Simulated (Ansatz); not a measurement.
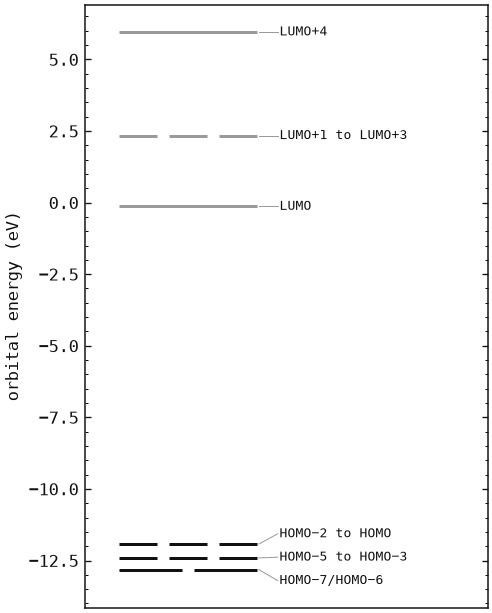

Kohn-Sham orbital energies near the frontier, ωB97M-V/def2-TZVPP with the Ansatz code, at a PBE0-D4/def2-TZVP geometry (a minimum by its frequencies), isolated molecule; empty levels in grey, levels within 0.03 eV side by side.

Question: Which molecule has this level scheme?
A. InPH₄O (trivalent P–OH tautomer), SMILES O[PH][InH2], singlet
B. SbBr₃, SMILES [Br][Sb]([Br])[Br], singlet
C. GeCl₄, SMILES [Cl][Ge]([Cl])([Cl])[Cl], singlet

Answer: Option C. HOMO −11.92 eV, LUMO −0.13 eV, separation 11.79 eV.

Caveats: no scalar relativity up to krypton; empty levels above zero depend strongly on the basis.
